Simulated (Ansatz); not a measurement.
**As2 (SMILES [As]#[As]): the energy, rung by rung**

The species is As2 (2 atoms), meant as a singlet with charge 0. SMILES: `[As]#[As]`. Geometry: relaxed at PBE0-D4/def2-TZVP.

```xyz
2

As    0.0000    0.0000    0.0025
As    0.0000    0.0000    2.0915
```

Quantity: the energy change with the As1–As2 bond stretched from 2.089 to 5.223 Å, in eV. The values are calculated.

| level | kind | program | value (eV) | CPU time (all runs) |
| --- | --- | --- | --- | --- |
| HF/STO-3G (restricted) | Hartree–Fock | Ansatz | 11.49 | 1.1 s |
| SVWN5/STO-3G (restricted) | LDA | Ansatz | 10.95 | 7 s |
| BLYP/STO-3G (restricted) | GGA | Ansatz | 10.11 | 13 s |
| PBE/STO-3G (restricted) | GGA | Ansatz | 10.52 | 24 s |
| r2SCAN/STO-3G (restricted) | meta-GGA | Ansatz | 11.05 | 69 s |
| BHLYP/STO-3G (restricted) | global hybrid | Ansatz | 11.64 | 6.7 s |
| wB97X/STO-3G (restricted) | range-separated hybrid | Ansatz | 12.47 | 41 s |
| RPA@PBE/STO-3G (restricted) | RPA | Ansatz | 4.66 | 31 s |
| MP2/STO-3G (restricted) | perturbation theory | Ansatz | 10.38 | 2.7 s |
| BCCD(T)/STO-3G (restricted) | coupled cluster or CI | Ansatz | 8.60 | 3.1 s |

All-electron rows without a relativistic Hamiltonian named are non-relativistic. The first shape isn't each level's own minimum. The values span 4.66 to 12.47 eV. All rows use very small basis sets, so none should be taken for the real molecule's value. In the correlated wave-function rows the outer d shell of As is correlated, in sets not made for it. CPU times are rough (shared hosts, several kinds of processor and program).

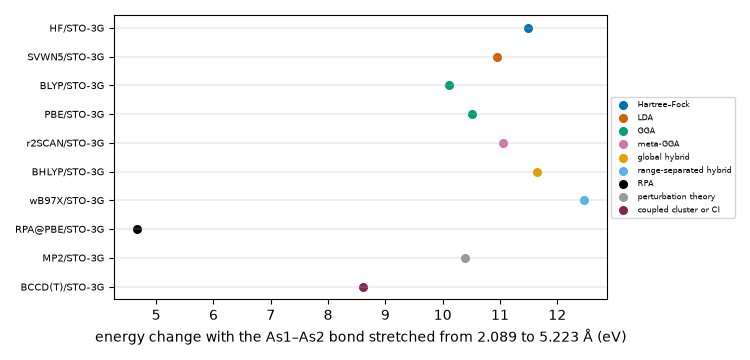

The values of the table, level by level.
